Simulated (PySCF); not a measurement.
**La₂F⁺: one geometry, several methods**

How much do the numbers for La₂F⁺ (quintet) hang on the method? All levels run at one geometry, the PBE0 minimum.

Computed with PySCF 2.14.0. Level: several methods, basis F def2-TZVP, La def2-TZVP with ECP46, scalar-relativistic core potentials, no spin–orbit coupling, density fitting.

### 1 Starting geometry

3 atoms, charge 1, spin multiplicity 5.

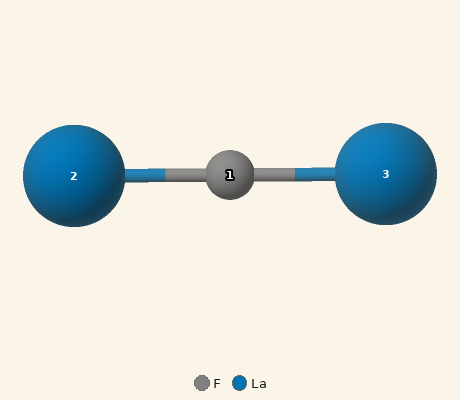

The starting geometry (fluorine grey, lanthanum blue); atoms are numbered from 1 in the order of the file.

Coordinates in bohr (charge 1 multiplicity 5):
```
F     0.0000    0.0000    0.0000
La    0.0000    0.0000    4.3638
La    0.0000    0.0000   -4.3638
```

### 2 PBE0

One driver script runs all steps and calls PySCF; scf.py shows the equivalent input of each level. Each SCF starts from the density of the minimum. The driver also runs the species with one electron less or more at the same geometry (one less: multiplicity 4, one more: multiplicity 4); their logs are not shown.

scf.py reads:

```python
from pyscf import gto, scf, dft
mol = gto.M(atom='''
F      0.000000    -0.000000     0.000000
La     0.000000     0.000000     2.309249
La    -0.000000    -0.000000    -2.309249''',
    basis={'F': 'def2-TZVP', 'La': 'def2-TZVP'},
    ecp={'La': 'def2-TZVP'},
    charge=1, spin=4)
mf = dft.UKS(mol, xc='PBE0')
mf.grids.atom_grid = (99, 590)
aux = {'F': 'def2-universal-JKFIT', 'La': 'def2-universal-JKFIT'}
mf = mf.density_fit(auxbasis=aux)
mf.kernel()
```

The log of the run:

```text
init E= -162.729232600795
[... the frontier-level lines of each cycle are left out ...]
cycle= 1 E= -162.729232611893  delta_E= -1.11e-08  |g|= 1.41e-05  |ddm|= 0.000201
cycle= 2 E= -162.729232612355  delta_E= -4.62e-10  |g|= 1.35e-05  |ddm|= 4.62e-05
Extra cycle  E= -162.729232612729  delta_E= -3.74e-10  |g|= 2.16e-05  |ddm|= 3.91e-05
converged SCF energy = -162.729232612729  <S^2> = 6.003481  2S+1 = 5.0013922
```

This level, with the species of one electron less or more, took 6.2 s on 8 threads, shared host.

```
energy                        : -162.729233 Eh
one electron less (charge +2) : -162.404825 Eh (quartet, ⟨S²⟩ 3.75)
one electron more (charge +0) : -162.885981 Eh (quartet, ⟨S²⟩ 3.81)
Mulliken charge of F1         : -0.58 e
```

### 3 HF

scf.py, as its differences from that of step 2:

```diff
@@ -9,2 +9 @@
-mf = dft.UKS(mol, xc='PBE0')
-mf.grids.atom_grid = (99, 590)
+mf = scf.UHF(mol)
```

The log of the run:

```text
init E= -161.64938202942
[... the frontier-level lines of each cycle are left out ...]
cycle= 1 E= -161.664695552055  delta_E= -0.0153  |g|= 0.0442  |ddm|= 0.491
cycle= 2 E= -161.665524738791  delta_E= -0.000829  |g|= 0.0229  |ddm|= 0.076
cycle= 3 E= -161.665758697313  delta_E= -0.000234  |g|= 0.00683  |ddm|= 0.0273
cycle= 4 E= -161.665851341095  delta_E= -9.26e-05  |g|= 0.00251  |ddm|= 0.0298
cycle= 5 E= -161.66590359878  delta_E= -5.23e-05  |g|= 0.00159  |ddm|= 0.024
cycle= 6 E= -161.665937316276  delta_E= -3.37e-05  |g|= 0.00057  |ddm|= 0.0307
cycle= 7 E= -161.665940907011  delta_E= -3.59e-06  |g|= 0.000193  |ddm|= 0.0117
cycle= 8 E= -161.665941210583  delta_E= -3.04e-07  |g|= 4.34e-05  |ddm|= 0.00427
cycle= 9 E= -161.665941213536  delta_E= -2.95e-09  |g|= 1.33e-05  |ddm|= 0.000253
cycle= 10 E= -161.665941213943  delta_E= -4.07e-10  |g|= 5.65e-06  |ddm|= 8.82e-05
Extra cycle  E= -161.665941214009  delta_E= -6.6e-11  |g|= 4.04e-06  |ddm|= 1.66e-05
converged SCF energy = -161.665941214009  <S^2> = 6.0112487  2S+1 = 5.0044975
```

This level, with the species of one electron less or more, took 2.4 s.

| Item | Value |
| --- | --- |
| energy | -161.665941 Eh |
| one electron less (charge +2) | -161.354731 Eh (quartet, ⟨S²⟩ 3.76) |
| one electron more (charge +0) | -161.781446 Eh (quartet, ⟨S²⟩ 3.87) |
| Mulliken charge of F1 | -0.71 e |

### 4 MP2

scf.py, as its differences from that of step 3:

```diff
@@ -12,0 +13,2 @@
+from pyscf.mp import dfump2
+dfump2.DFUMP2(mf, frozen=1).kernel()  # the driver gives MP2 a fitting basis of its own (RI)
```

The log of the run:

```text
init E= -161.64938202942
[... the frontier-level lines of each cycle are left out ...]
cycle= 1 E= -161.664695552056  delta_E= -0.0153  |g|= 0.0442  |ddm|= 0.491
cycle= 2 E= -161.665524738791  delta_E= -0.000829  |g|= 0.0229  |ddm|= 0.076
cycle= 3 E= -161.665758697313  delta_E= -0.000234  |g|= 0.00683  |ddm|= 0.0273
cycle= 4 E= -161.665851341095  delta_E= -9.26e-05  |g|= 0.00251  |ddm|= 0.0298
cycle= 5 E= -161.66590359878  delta_E= -5.23e-05  |g|= 0.00159  |ddm|= 0.024
cycle= 6 E= -161.665937316276  delta_E= -3.37e-05  |g|= 0.00057  |ddm|= 0.0307
cycle= 7 E= -161.665940907011  delta_E= -3.59e-06  |g|= 0.000193  |ddm|= 0.0117
cycle= 8 E= -161.665941210583  delta_E= -3.04e-07  |g|= 4.34e-05  |ddm|= 0.00427
cycle= 9 E= -161.665941213536  delta_E= -2.95e-09  |g|= 1.33e-05  |ddm|= 0.000253
cycle= 10 E= -161.665941213943  delta_E= -4.07e-10  |g|= 5.65e-06  |ddm|= 8.82e-05
Extra cycle  E= -161.66594121401  delta_E= -6.63e-11  |g|= 4.04e-06  |ddm|= 1.66e-05
converged SCF energy = -161.66594121401  <S^2> = 6.0112487  2S+1 = 5.0044975
```

This level, with the species of one electron less or more, took 3.7 s.

* energy: -162.249307 Eh
* one electron less (charge +2): -161.920662 Eh (quartet, ⟨S²⟩ 3.76)
* one electron more (charge +0): -162.399203 Eh (quartet, ⟨S²⟩ 3.87)
* MP2 correlation in its own fitting basis (same spin, opposite spin): -0.58337 Eh (-0.17241, -0.41095)

### 5 PBE

scf.py, as its differences from that of step 4:

```diff
@@ -9 +9,2 @@
-mf = scf.UHF(mol)
+mf = dft.UKS(mol, xc='PBE')
+mf.grids.atom_grid = (99, 590)
@@ -13,2 +13,0 @@
-from pyscf.mp import dfump2
-dfump2.DFUMP2(mf, frozen=1).kernel()  # the driver gives MP2 a fitting basis of its own (RI)
```

The log of the run:

```text
init E= -162.763881609608
[... the frontier-level lines of each cycle are left out ...]
cycle= 1 E= -162.764751339951  delta_E= -0.00087  |g|= 0.064  |ddm|= 0.226
cycle= 2 E= -162.757674036264  delta_E= 0.00708  |g|= 0.165  |ddm|= 0.124
cycle= 3 E= -162.766276770654  delta_E= -0.0086  |g|= 0.00984  |ddm|= 0.0746
cycle= 4 E= -162.766316223063  delta_E= -3.95e-05  |g|= 0.000508  |ddm|= 0.00991
cycle= 5 E= -162.766316395868  delta_E= -1.73e-07  |g|= 0.000119  |ddm|= 0.00146
cycle= 6 E= -162.766316409243  delta_E= -1.34e-08  |g|= 4.74e-05  |ddm|= 0.000364
cycle= 7 E= -162.766316418017  delta_E= -8.77e-09  |g|= 1.69e-05  |ddm|= 0.000284
cycle= 8 E= -162.766316430408  delta_E= -1.24e-08  |g|= 1.63e-05  |ddm|= 0.000444
cycle= 9 E= -162.766316511419  delta_E= -8.1e-08  |g|= 1.19e-05  |ddm|= 0.00343
cycle= 10 E= -162.766316598774  delta_E= -8.74e-08  |g|= 3.65e-06  |ddm|= 0.00792
cycle= 11 E= -162.766316599607  delta_E= -8.33e-10  |g|= 9.71e-07  |ddm|= 0.000476
Extra cycle  E= -162.766316599623  delta_E= -1.63e-11  |g|= 1.36e-06  |ddm|= 1.44e-05
converged SCF energy = -162.766316599623  <S^2> = 6.002203  2S+1 = 5.0008811
```

This level, with the species of one electron less or more, took 13 s.

```
energy                        : -162.766317 Eh
one electron less (charge +2) : -162.442624 Eh (quartet, ⟨S²⟩ 3.75)
one electron more (charge +0) : -162.932039 Eh (quartet, ⟨S²⟩ 3.81)
Mulliken charge of F1         : -0.53 e
```

### 6 r2SCAN

scf.py, as its differences from that of step 5:

```diff
@@ -9 +9 @@
-mf = dft.UKS(mol, xc='PBE')
+mf = dft.UKS(mol, xc='R2SCAN')
```

The log of the run:

```text
init E= -162.825275219693
[... the frontier-level lines of each cycle are left out ...]
cycle= 1 E= -162.826029695828  delta_E= -0.000754  |g|= 0.00477  |ddm|= 0.123
cycle= 2 E= -162.826027977902  delta_E= 1.72e-06  |g|= 0.00811  |ddm|= 0.0216
cycle= 3 E= -162.826051568923  delta_E= -2.36e-05  |g|= 0.00105  |ddm|= 0.0052
cycle= 4 E= -162.82605236597  delta_E= -7.97e-07  |g|= 0.000277  |ddm|= 0.00389
cycle= 5 E= -162.82605246548  delta_E= -9.95e-08  |g|= 0.000131  |ddm|= 0.00135
cycle= 6 E= -162.826052479176  delta_E= -1.37e-08  |g|= 3.99e-05  |ddm|= 0.000593
cycle= 7 E= -162.826052481075  delta_E= -1.9e-09  |g|= 1.04e-05  |ddm|= 0.000118
cycle= 8 E= -162.826052482271  delta_E= -1.2e-09  |g|= 7.63e-06  |ddm|= 9.32e-05
cycle= 9 E= -162.826052483843  delta_E= -1.57e-09  |g|= 7.55e-06  |ddm|= 0.000118
cycle= 10 E= -162.826052490282  delta_E= -6.44e-09  |g|= 7.32e-06  |ddm|= 0.000494
cycle= 11 E= -162.82605255271  delta_E= -6.24e-08  |g|= 5.26e-06  |ddm|= 0.00606
cycle= 12 E= -162.826052575023  delta_E= -2.23e-08  |g|= 4.64e-06  |ddm|= 0.00323
cycle= 13 E= -162.82605259313  delta_E= -1.81e-08  |g|= 2.98e-06  |ddm|= 0.00377
cycle= 14 E= -162.826052606693  delta_E= -1.36e-08  |g|= 4.21e-06  |ddm|= 0.00514
cycle= 15 E= -162.826052608003  delta_E= -1.31e-09  |g|= 2.92e-06  |ddm|= 0.000883
cycle= 16 E= -162.826052609516  delta_E= -1.51e-09  |g|= 2.52e-06  |ddm|= 0.00136
cycle= 17 E= -162.826052608555  delta_E= 9.61e-10  |g|= 3.7e-06  |ddm|= 0.000901
Extra cycle  E= -162.826052608602  delta_E= -4.75e-11  |g|= 1.63e-06  |ddm|= 1.71e-05
converged SCF energy = -162.826052608602  <S^2> = 6.0050121  2S+1 = 5.0020044
```

This level, with the species of one electron less or more, took 32 s on 8 threads, shared host.

```
energy                        : -162.826053 Eh
one electron less (charge +2) : -162.501896 Eh (quartet, ⟨S²⟩ 3.75)
one electron more (charge +0) : -162.977991 Eh (quartet, ⟨S²⟩ 3.98)
Mulliken charge of F1         : -0.58 e
```

### 7 B3LYP

scf.py, as its differences from that of step 6:

```diff
@@ -9 +9 @@
-mf = dft.UKS(mol, xc='R2SCAN')
+mf = dft.UKS(mol, xc='B3LYP')
```

The log of the run:

```text
init E= -162.854171695917
[... the frontier-level lines of each cycle are left out ...]
cycle= 1 E= -162.85494248289  delta_E= -0.000771  |g|= 0.0149  |ddm|= 0.14
cycle= 2 E= -162.854883432935  delta_E= 5.9e-05  |g|= 0.0219  |ddm|= 0.0291
cycle= 3 E= -162.85501516746  delta_E= -0.000132  |g|= 0.00337  |ddm|= 0.0104
cycle= 4 E= -162.855021688008  delta_E= -6.52e-06  |g|= 0.000831  |ddm|= 0.00876
cycle= 5 E= -162.855023058091  delta_E= -1.37e-06  |g|= 0.000309  |ddm|= 0.00522
cycle= 6 E= -162.855023447399  delta_E= -3.89e-07  |g|= 5.59e-05  |ddm|= 0.00435
cycle= 7 E= -162.8550234621  delta_E= -1.47e-08  |g|= 1.35e-05  |ddm|= 0.0009
cycle= 8 E= -162.855023463012  delta_E= -9.13e-10  |g|= 6.59e-06  |ddm|= 7.22e-05
Extra cycle  E= -162.855023463777  delta_E= -7.65e-10  |g|= 6.2e-06  |ddm|= 5.26e-05
converged SCF energy = -162.855023463777  <S^2> = 6.0021186  2S+1 = 5.0008474
```

This level, with the species of one electron less or more, took 11 s.

| Property | Result |
| --- | --- |
| energy | -162.855023 Eh |
| one electron less (charge +2) | -162.530761 Eh (quartet, ⟨S²⟩ 3.75) |
| one electron more (charge +0) | -163.022655 Eh (quartet, ⟨S²⟩ 3.79) |
| Mulliken charge of F1 | -0.59 e |

### 8 TPSSh

scf.py, as its differences from that of step 7:

```diff
@@ -9 +9 @@
-mf = dft.UKS(mol, xc='B3LYP')
+mf = dft.UKS(mol, xc='TPSSH')
```

The log of the run:

```text
init E= -162.823182407125
[... the frontier-level lines of each cycle are left out ...]
cycle= 1 E= -162.823608996175  delta_E= -0.000427  |g|= 0.00756  |ddm|= 0.0814
cycle= 2 E= -162.823554872158  delta_E= 5.41e-05  |g|= 0.0165  |ddm|= 0.0245
cycle= 3 E= -162.823641820129  delta_E= -8.69e-05  |g|= 0.00141  |ddm|= 0.00723
cycle= 4 E= -162.823643090252  delta_E= -1.27e-06  |g|= 0.000212  |ddm|= 0.0033
cycle= 5 E= -162.823643173234  delta_E= -8.3e-08  |g|= 8.63e-05  |ddm|= 0.00166
cycle= 6 E= -162.823643188424  delta_E= -1.52e-08  |g|= 3.67e-05  |ddm|= 0.000788
cycle= 7 E= -162.823643190282  delta_E= -1.86e-09  |g|= 9.67e-06  |ddm|= 0.000173
cycle= 8 E= -162.82364319131  delta_E= -1.03e-09  |g|= 6.61e-06  |ddm|= 7.78e-05
cycle= 9 E= -162.82364319247  delta_E= -1.16e-09  |g|= 6.56e-06  |ddm|= 7.99e-05
cycle= 10 E= -162.823643199664  delta_E= -7.19e-09  |g|= 6.34e-06  |ddm|= 0.000506
cycle= 11 E= -162.823643243841  delta_E= -4.42e-08  |g|= 6.41e-06  |ddm|= 0.00366
cycle= 12 E= -162.8236432624  delta_E= -1.86e-08  |g|= 5.67e-06  |ddm|= 0.00201
cycle= 13 E= -162.823643270163  delta_E= -7.76e-09  |g|= 4.46e-06  |ddm|= 0.00101
cycle= 14 E= -162.823643291927  delta_E= -2.18e-08  |g|= 3.91e-06  |ddm|= 0.00452
cycle= 15 E= -162.823643292237  delta_E= -3.09e-10  |g|= 6.88e-06  |ddm|= 0.000144
Extra cycle  E= -162.823643292311  delta_E= -7.39e-11  |g|= 2.18e-06  |ddm|= 1.69e-05
converged SCF energy = -162.823643292311  <S^2> = 6.0029924  2S+1 = 5.0011968
```

This level, with the species of one electron less or more, took 24 s.

| Item | Value |
| --- | --- |
| energy | -162.823643 Eh |
| one electron less (charge +2) | -162.505392 Eh (quartet, ⟨S²⟩ 3.75) |
| one electron more (charge +0) | -162.982295 Eh (quartet, ⟨S²⟩ 3.81) |
| Mulliken charge of F1 | -0.58 e |

### 9 M06

scf.py, as its differences from that of step 8:

```diff
@@ -9 +9 @@
-mf = dft.UKS(mol, xc='TPSSH')
+mf = dft.UKS(mol, xc='M06')
```

The log of the run:

```text
init E= -162.680272523713
[... the frontier-level lines of each cycle are left out ...]
cycle= 1 E= -162.682607885778  delta_E= -0.00234  |g|= 0.042  |ddm|= 0.312
cycle= 2 E= -162.68173178485  delta_E= 0.000876  |g|= 0.0722  |ddm|= 0.0899
cycle= 3 E= -162.683299287481  delta_E= -0.00157  |g|= 0.00255  |ddm|= 0.0334
cycle= 4 E= -162.683326975245  delta_E= -2.77e-05  |g|= 0.00101  |ddm|= 0.0278
cycle= 5 E= -162.683329758627  delta_E= -2.78e-06  |g|= 0.000424  |ddm|= 0.0101
cycle= 6 E= -162.683330249188  delta_E= -4.91e-07  |g|= 0.000129  |ddm|= 0.00521
cycle= 7 E= -162.683330263263  delta_E= -1.41e-08  |g|= 2.39e-05  |ddm|= 0.000521
cycle= 8 E= -162.683330269049  delta_E= -5.79e-09  |g|= 1.56e-05  |ddm|= 0.000215
cycle= 9 E= -162.683330274941  delta_E= -5.89e-09  |g|= 1.5e-05  |ddm|= 0.000152
cycle= 10 E= -162.683330288604  delta_E= -1.37e-08  |g|= 1.47e-05  |ddm|= 0.000354
cycle= 11 E= -162.683330380324  delta_E= -9.17e-08  |g|= 1.28e-05  |ddm|= 0.00258
cycle= 12 E= -162.683330626601  delta_E= -2.46e-07  |g|= 7.96e-06  |ddm|= 0.0124
cycle= 13 E= -162.68333062955  delta_E= -2.95e-09  |g|= 5.85e-06  |ddm|= 0.000461
cycle= 14 E= -162.683330637644  delta_E= -8.09e-09  |g|= 1.12e-06  |ddm|= 0.0027
cycle= 15 E= -162.683330637651  delta_E= -6.65e-12  |g|= 2.6e-07  |ddm|= 4.99e-05
Extra cycle  E= -162.683330637652  delta_E= -1.08e-12  |g|= 2.38e-07  |ddm|= 2.47e-06
converged SCF energy = -162.683330637652  <S^2> = 6.0021664  2S+1 = 5.0008665
```

This level, with the species of one electron less or more, took 25 s.

| Quantity | Value |
| --- | --- |
| energy | -162.683331 Eh |
| one electron less (charge +2) | -162.370723 Eh (quartet, ⟨S²⟩ 3.75) |
| one electron more (charge +0) | -162.864200 Eh (quartet, ⟨S²⟩ 3.76) |
| Mulliken charge of F1 | -0.60 e |

### 10 All levels side by side

| level | vertical ionisation energy (eV) | vertical electron affinity (eV) | −ε(HOMO) (eV) | gap (eV) | wall time |
| --- | --- | --- | --- | --- | --- |
| PBE0 | 8.83 | 4.27 | 7.46 | 2.15 | 6.2 s |
| HF | 8.47 | 3.14 | 8.65 | 5.61 | 2.4 s |
| MP2 | 8.94 | 4.08 | – | – | 3.7 s |
| PBE | 8.81 | 4.51 | 6.90 | 0.58 | 13 s |
| r2SCAN | 8.82 | 4.13 | 7.01 | 1.00 | 32 s |
| B3LYP | 8.82 | 4.56 | 7.33 | 1.52 | 11 s |
| TPSSh | 8.66 | 4.32 | 7.03 | 1.34 | 24 s |
| M06 | 8.51 | 4.92 | 7.19 | 2.04 | 25 s |

Times are for 8 threads, shared host; PBE0 starts from its own converged density, so its time is not comparable. A dash stands where a species or a free atom was not run at that level, or the quantity is not defined.

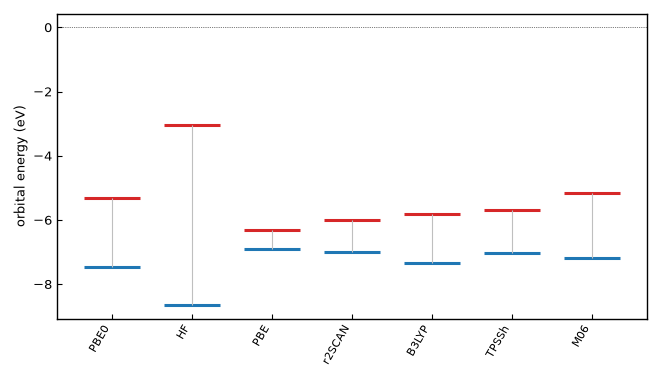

Highest occupied (blue) and lowest empty (red) levels by method.

### 11 What came out

| quantity | value |
| --- | --- |
| vertical ionisation energy, range | 8.47 (HF) to 8.94 (MP2) eV |
| vertical electron affinity, range | 3.14 (HF) to 4.92 (M06) eV |
| orbital gap, range | 0.58 (PBE) to 5.61 (HF) eV |

The vertical ionisation energy spreads over 0.47 eV, from HF to MP2; without a CCSD(T) value for it there is no yardstick here. Open d and f shells are described by one determinant, and the ground state may have another occupation or spin. Spin–orbit coupling, left out here, can matter for elements this heavy.
